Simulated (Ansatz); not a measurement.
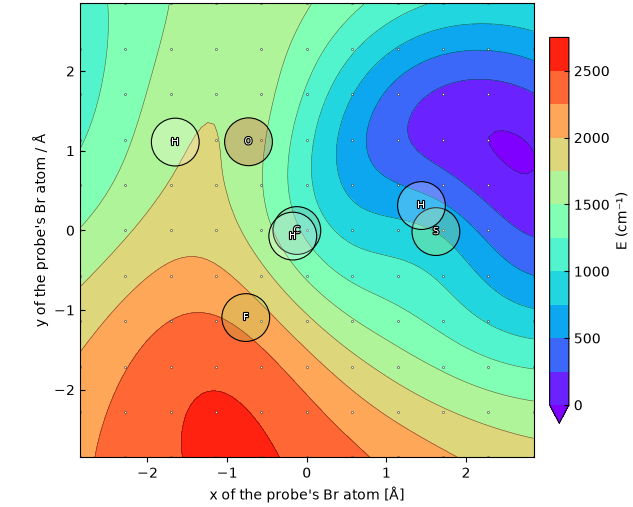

Energy landscape of CH₃FOS (SMILES OC(F)S) with the probe Br-. The probe is moved over a plane parallel to the molecule's main plane, 3.68 Å above it. First axis: x of the probe's Br atom. Second axis: y of the probe's Br atom. Nothing is relaxed (molecule and probe rigid). The grid has 11 × 11 points. Energies are in cm⁻¹, from the lowest grid point. Level of theory: RHF/def2-SVPD (Ansatz 0.2.0).

The picture shows filled contours, dots at the grid points, labelled circles for the molecule's atoms, projected on the plane. Between grid points the surface is interpolated. 

Q: Summarise what can be read from the map.

A: The lowest grid point is at x of the probe's Br atom = 2.28 Å, y of the probe's Br atom = 1.14 Å [nearest 1 H at 2.59 Å]. No other kind of well shows on this grid. The highest grid point, x of the probe's Br atom = −1.14 Å, y of the probe's Br atom = −2.85 Å [nearest 1 F at 3.98 Å], lies 2543 cm⁻¹ above the lowest. Near the minimum the curvatures are about 0.042 and 0.14 eV/Å² along the soft and the stiff direction.

Grid values (cm⁻¹):

```tsv
y of the probe's Br atom ↓, x of the probe's Br atom →	−2.85	−2.28	−1.71	−1.14	−0.57	0.00	0.57	1.14	1.71	2.28	2.85
2.85	1152	1320	1505	1635	1645	1520	1311	1104	968	927	972
2.28	1136	1337	1552	1681	1629	1382	1038	734	554	516	600
1.71	1159	1386	1619	1729	1592	1214	760	404	203	148	241
1.14	1228	1463	1688	1755	1536	1078	612	307	121	0	22
0.57	1346	1569	1762	1779	1513	1058	684	511	362	137	25
0.00	1509	1717	1881	1869	1601	1197	916	831	705	420	213
−0.57	1701	1904	2059	2054	1824	1468	1204	1093	954	697	502
−1.14	1889	2093	2252	2275	2105	1802	1522	1340	1175	982	852
−1.71	2042	2237	2396	2445	2338	2106	1848	1636	1465	1318	1230
−2.28	2144	2319	2465	2528	2474	2319	2121	1935	1780	1657	1578
−2.85	2200	2350	2476	2543	2529	2438	2305	2165	2037	1931	1853
```

Each point was launched as `ansatz run input.yaml --threads 1 --pin off --max-ram 2560MiB --backend cpu --events-out ev --progress --plain --runs-dir out`. The whole map (121 points run) took 11 min on 1 thread of Arm Neoverse V2 (shared host).
